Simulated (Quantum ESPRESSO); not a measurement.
**Convergence study of the SCF threshold for Pt (Fm-3m, 1 atom in the cell)**

```yaml
crystal:
  lattice:
    - [-1.95412, 0.00000, 1.95412]
    - [0.00000, 1.95412, 1.95412]
    - [-1.95412, 1.95412, 0.00000]
  atoms:
    - { symbol: Pt, position: [0.00000, 0.00000, 0.00000] }
```

Level of theory: PBEsol, SSSP 1.1.2 efficiency (PBE) pseudopotentials (plane waves; Quantum ESPRESSO).

Base settings: ecutwfc = 40 Ry; ecutrho = 320 Ry; occupations = smearing; smearing = gauss; degauss = 0.0073499 Ry; input_dft = pbesol; potentials = {Pt: pt_pbe_v1.4.uspp.F.UPF}; K_POINTS = automatic 14 14 14 0 0 0; conv_thr = 1e-11 Ry; mixing_beta = 0.4.

The mesh stays at the base's, so the ladder's end is converged at best in this setting alone.

Only quantities that move along the ladder and can be compared are tabulated.

The count of work is k-points × plane waves × bands × iterations; it is no time. 

The starting cell has typed, rounded lattice constants, without a prior relaxation at this level. Its lattice was rescaled by up to half a per cent. Spin polarisation is off.

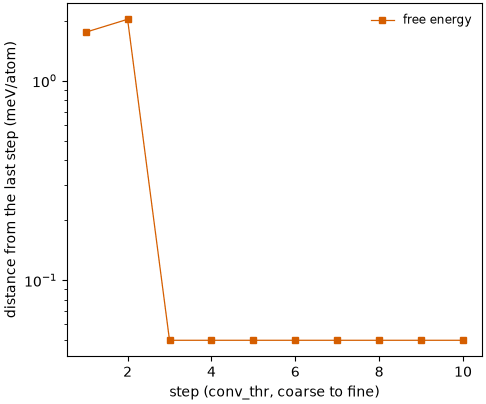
Fig. 1. Distance from the last step along the ladder; very small values are drawn at a floor.

```tsv
conv_thr	free energy less the last step's (meV/atom)	count of work / last
0.0073 Ry	1.75	0.27
0.00073 Ry	2.03	0.36
7.3e-05 Ry	0.00	0.45
7.3e-06 Ry	0.00	0.45
7.3e-07 Ry	0.00	0.45
7.3e-08 Ry	0.00	0.55
7.3e-09 Ry	0.00	0.73
7.3e-10 Ry	0.00	0.73
1e-11 Ry	0.00	0.91
7.3e-12 Ry	0.00	0.91
7.3e-14 Ry	0.00	1.0
```

Coarsest conv_thr that holds the free energy within 1 meV/atom of the last step, with all finer ones: 7.3e-05 Ry; the step before is off by 2.0 meV/atom.
